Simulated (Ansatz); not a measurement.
## InP, pressure series

The parent structure is InP in the wurtzite structure (space group P6_3mc, No. 186; a = 4.149 Å, c = 6.810 Å; a model cell, its experimental status unchecked).

Cell and atoms are relaxed at each pressure.

Computed with Ansatz (an electronic-structure program) PBEsol, no SOC.

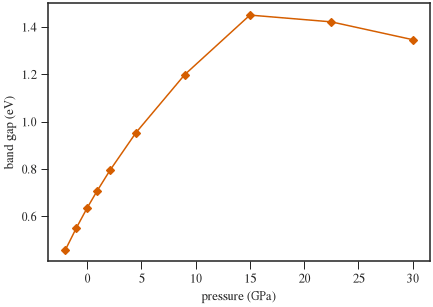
Figure. Band gap against pressure

Problem. From the plot, what is the band gap for pressure 2.1 GPa?

Solution. About 0.79 eV.

Problem. Is the trend monotonic over the range shown?

Solution. No, it turns within the range, spanning 0.46 eV to 1.45 eV.

Load acts through the strain it causes; cell and atoms are relaxed under it. Stability against distortions was not tested. Competing high-pressure phases were not computed. This is not the structure that InP has at room temperature and ambient pressure.
